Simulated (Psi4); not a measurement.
# singlet [SnH3O2]− at 3 levels

We compute a comparison of 3 runs (DSD-PBEP86/def2-SVPD, wB97X-V/def2-SVPD, MP3/def2-SVPD) of singlet [SnH3O2]−. 

The calculation is run with Psi4 1.11.

3 further runs of the same task are left out: 3 that didn't finish.

## 1. The structure to begin with

[SnH3O2]− has 6 atoms, charge -1, and is taken as a singlet. SMILES of the parent species: `[OH][SnH][OH]`. Geometry: relaxed at PBE0-D4/def2-TZVP. This is one conformer, not always the lowest. That shape belongs to the parent species and isn't relaxed for this state.

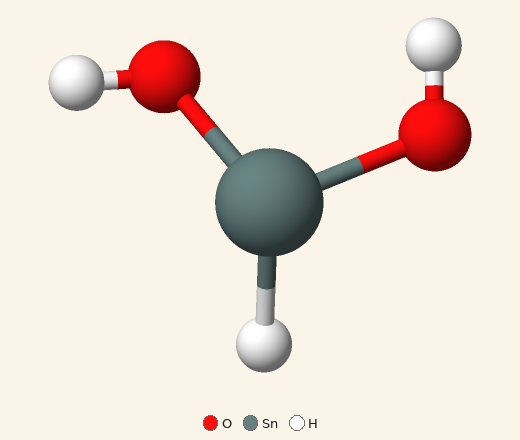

Viewed from a chosen angle; oxygen red, tin teal, hydrogen white.

## 2. A single-point energy at DSD-PBEP86/def2-SVPD (core potential, density fitting for correlation) (run 1)

The input, input.in:

```
memory 2.2 GB

molecule {
  -1 1
  O
  Sn 1 1.978076
  O 2 1.962978 1 99.6503
  H 1 0.960256 2 114.97879 3 -170.37312
  H 2 1.747629 3 104.33832 1 114.29614
  H 3 0.961895 2 111.97919 5 144.70045
  symmetry c1
  no_reorient
  no_com
}

set {
  basis                def2-SVPD
  puream               true
  e_convergence        1e-09
  d_convergence        1e-08
  scf_type             pk
  dft_radial_points    99
  dft_spherical_points 590
  num_frozen_docc      6
}

result = energy('dsd-pbep86')
```

Run with:

```bash
psi4 -n 1 input.in input.out
```

input.out:

```text
[...]
    !!!  WARNING: ECP capability is in beta. Please check occupations closely.  !!!
[...]
  Running in c1 symmetry.
[...]
  Nuclear repulsion =  136.297566665365679
[...]
  Multiplicity = 1
[...]
  Nalpha       = 21
  Nbeta        = 21
[...]
    Number of basis functions: 102
[...]
   @RKS iter   1:  -365.05744076229774   -1.61962e+00   9.46045e-03 DIIS/ADIIS
[...]
   @RKS iter  12:  -365.48973949826558   -1.39835e-11   6.86712e-09 DIIS
[...]
  @RKS Final Energy:  -365.48973949826558
   => Energetics <=
    Nuclear Repulsion Energy =            136.2975666653656788
    One-Electron Energy =                -866.1284788047620395
    Two-Electron Energy =                 374.8679778807664889
    DFT Exchange-Correlation Energy =     -10.5268052396357241
    Empirical Dispersion Energy =           0.0000000000000000
    VV10 Nonlocal Energy =                  0.0000000000000000
    Total Energy =                       -365.4897394982655783
[...]
 Multipole Moments:
 ------------------------------------------------------------------------------------
     Multipole            Electronic (a.u.)      Nuclear  (a.u.)        Total (a.u.)
 ------------------------------------------------------------------------------------
 L = 1.  Multiply by 2.5417464519 to convert [e a0] to [Debye]
 Dipole X            :          1.3558809           -1.3111693            0.0447116
 Dipole Y            :         15.4508499          -15.1849531            0.2658968
 Dipole Z            :         14.2629891          -14.7010167           -0.4380275
 Magnitude           :                                                    0.5143621
[...]
```

It took 21 s on 1 thread of Intel Xeon Platinum 8259CL at 2.50GHz (Skylake/Cascade Lake), shared host; peak memory 0.86 GiB.

## 3. The energy at wB97X-V/def2-SVPD (core potential) (run 2)

The input, input.in:

```
memory 2200 MB

molecule molecule1 {
  -1 1
  O
  Sn 1 1.978076
  O 2 1.962978 1 99.6503
  H 1 0.960256 2 114.97879 3 -170.37312
  H 2 1.747629 3 104.33832 1 114.29614
  H 3 0.961895 2 111.97919 5 144.70045
  symmetry c1
  no_reorient
  no_com
}

set {
  basis def2-SVPD
  puream true
  e_convergence 1e-09
  d_convergence 1e-08
  scf_type pk
  dft_radial_points 99
  dft_spherical_points 590
}

energy("wb97x-v")
```

Run with:

```bash
psi4 -n 1 input.in input.out
```

input.out:

```text
[...]
    !!!  WARNING: ECP capability is in beta. Please check occupations closely.  !!!
[...]
  Running in c1 symmetry.
[...]
  Nuclear repulsion =  136.297566665365679
[...]
  Multiplicity = 1
[...]
  Nalpha       = 21
  Nbeta        = 21
[...]
    Number of basis functions: 102
[...]
   @RKS iter   1:  -365.90296256176373   -1.54089e+00   1.05756e-02 DIIS/ADIIS
[...]
   @RKS iter  13:  -366.42319524897550   -1.17666e-11   4.54452e-09 DIIS
[...]
  @RKS Final Energy:  -366.42319524897550
   => Energetics <=
    Nuclear Repulsion Energy =            136.2975666653656788
    One-Electron Energy =                -866.0905603619277144
    Two-Electron Energy =                 388.5559700821216325
    DFT Exchange-Correlation Energy =     -25.3491843075611278
    Empirical Dispersion Energy =           0.0000000000000000
    VV10 Nonlocal Energy =                  0.1630126730259903
    Total Energy =                       -366.4231952489755031
[...]
 Multipole Moments:
 ------------------------------------------------------------------------------------
     Multipole            Electronic (a.u.)      Nuclear  (a.u.)        Total (a.u.)
 ------------------------------------------------------------------------------------
 L = 1.  Multiply by 2.5417464519 to convert [e a0] to [Debye]
 Dipole X            :          1.4109323           -1.3111693            0.0997630
 Dipole Y            :         15.4822255          -15.1849531            0.2972724
 Dipole Z            :         14.3149889          -14.7010167           -0.3860278
 Magnitude           :                                                    0.4973339
[...]
```

Wall time 2.3 min (1 thread of Intel Xeon Platinum 8259CL at 2.50GHz (Skylake/Cascade Lake), shared host); peak memory 0.98 GiB.

## 4. The energy at MP3/def2-SVPD (core potential) (run 3)

The input, h3o2sn.xyz:

```xyz
6
H3O2Sn
O     -1.248300    -0.684700    -0.233400
Sn     0.417000     0.302500    -0.639600
O      1.413900    -0.038300     1.016700
H     -1.852000    -0.783400    -0.973600
H      0.128600     2.026100    -0.624300
H      1.182700    -0.886000     1.408100
```

The input, h3o2sn.py:

```python
import psi4

psi4.set_memory('2200 MB')
psi4.set_num_threads(1)
psi4.set_output_file('output.dat', False)

with open('h3o2sn.xyz') as f:
    atoms = ''.join(f.readlines()[2:])
molecule = psi4.geometry('-1 1\n' + atoms + 'symmetry c1')

psi4.set_options({
    'basis': 'def2-SVPD',
    'puream': True,
    'e_convergence': 1e-09,
    'd_convergence': 1e-08,
    'scf_type': 'pk',
    'num_frozen_docc': 6,
    'mp_type': 'conv',
})

result, w = psi4.energy("mp3", molecule=molecule, return_wfn=True)
print(f'total energy {result:.8f} hartree = {result * 27.211386:.5f} eV')
```

Run with:

```bash
python h3o2sn.py
```

output.dat:

```text
[...]
    !!!  WARNING: ECP capability is in beta. Please check occupations closely.  !!!
[...]
  Running in c1 symmetry.
[...]
  Nuclear repulsion =  136.297544318308439
[...]
  Multiplicity = 1
[...]
  Nalpha       = 21
  Nbeta        = 21
[...]
    Number of basis functions: 102
[...]
   @RHF iter   1:  -364.39476449931175   -1.86096e+00   8.33495e-03 DIIS/ADIIS
[...]
   @RHF iter  12:  -364.73416761982475   -3.02407e-11   8.16850e-09 DIIS
[...]
  @RHF Final Energy:  -364.73416761982475
   => Energetics <=
    Nuclear Repulsion Energy =            136.2975443183084394
    One-Electron Energy =                -866.0207741597184850
    Two-Electron Energy =                 364.9890622215853568
    Total Energy =                       -364.7341676198247455
[...]
 Multipole Moments:
 ------------------------------------------------------------------------------------
     Multipole            Electronic (a.u.)      Nuclear  (a.u.)        Total (a.u.)
 ------------------------------------------------------------------------------------
 L = 1.  Multiply by 2.5417464519 to convert [e a0] to [Debye]
 Dipole X            :          6.7397995           -7.2405098           -0.5007103
 Dipole Y            :         10.0409678          -10.2161760           -0.1752082
 Dipole Z            :        -17.1812167           17.0770848           -0.1041319
 Magnitude           :                                                    0.5406035
[...]
	SCS-MP2 Total Energy (a.u.)        :  -365.25724988246191
	SOS-MP2 Total Energy (a.u.)        :  -365.24930590813710
[...]
	SOS-PI-MP2 Total Energy (a.u.)     :  -365.28893193031496
[...]
	MP2 Total Energy (a.u.)            :  -365.27313783111168
[...]
	SCS-MP3 Total Energy (a.u.)        :  -365.25865608530478
[...]
	MP3 Total Energy (a.u.)            :  -365.27876264248306
[...]
```

Standard output:

```text
total energy -365.27876264 hartree = -9939.74141 eV
```

Run time: 16 s. Hardware: 1 thread of Intel Xeon Platinum 8259CL at 2.50GHz (Skylake/Cascade Lake), shared host; peak memory 0.86 GiB.

## 5. All runs side by side

| run | level | fitting correlation | frozen core orbitals | energy (Eh) | HOMO energy (eV) | LUMO energy (eV) | HOMO–LUMO gap (eV) | wall time |
| --- | --- | --- | --- | --- | --- | --- | --- | --- |
| 1 | DSD-PBEP86/def2-SVPD (core potential, density fitting for correlation) | density fitting | 6 | -365.775418 | -0.96 | 5.18 | 6.15 | 21 s |
| 2 | wB97X-V/def2-SVPD (core potential) | – | 0 | -366.423195 | -1.69 | 5.54 | 7.23 | 2.3 min |
| 3 | MP3/def2-SVPD (core potential) | none | 6 | -365.278763 | -1.58 | 5.79 | 7.37 | 16 s |

## 6. What came out

```
                                                    quantity          value
                                         run 3: total energy  -365.27876 Eh
                  run 3: HOMO energy (Hartree–Fock orbitals)       -1.58 eV
                  run 3: LUMO energy (Hartree–Fock orbitals)        5.79 eV
run 3: HOMO–LUMO gap (to an unbound level, set by the basis)        7.37 eV
          run 3: correlation energy (6 core orbitals frozen)     -544.6 mEh
```

**Reading.** Totals of different functionals can't be ranked against each other. All runs together took 2.9 min, the longest 2.3 min.
